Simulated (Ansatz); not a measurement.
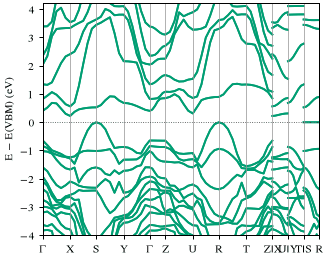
Fig. 1. Band structure from PBEsol with spin–orbit coupling in the plane-wave PAW code Ansatz

Q: Read off the gap and where the band edges lie.

A: About 0.2 eV (0.22 eV by a search for the band edges); maximum on the S–R line, 89 % of the way from S, minimum at X.

The material is Ta2O5 in space group Pmmm (No. 47; Pearson symbol oP7).

The workflow started from a Materials Project entry (that database holds measured and hypothetical structures alike); the Crystallography Open Database copy checked does not list it. COD files the formula under space group No. 49, so this cell is another polymorph or a model. Its standing as an ambient phase is unchecked. Symmetry was held in the PBEsol relaxation. At this level the phase is dynamically unstable (imaginary phonons). The run is not spin-polarised.

Potentials: the later of the program's two PAW sets.
